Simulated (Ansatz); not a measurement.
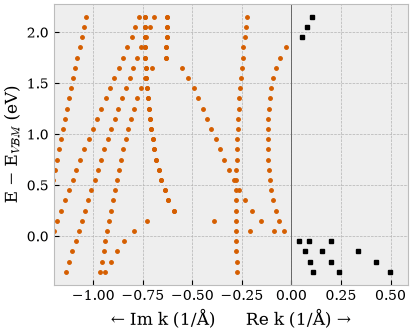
Figure. Complex bands at the centre of the two-dimensional zone; r2SCAN in Ansatz (a quantum-chemistry and plane-wave program)

The gap is the functional's own, uncorrected, and κ follows it; spin-orbit coupling is left out. Mid-gap means the computed energy nearest the middle.

### Question
This is ZnSe (F-43m, zinc blende, 2 atoms a cell, 22.7 Å³ an atom) along the normal of (110). Read off the slowest decay at the centre of the two-dimensional zone at 0.95 eV, the computed energy nearest the middle of the gap.

### Answer
κ ≈ 0.12 1/Å, a decay length 1/(2κ) of the density of 4.2 Å.
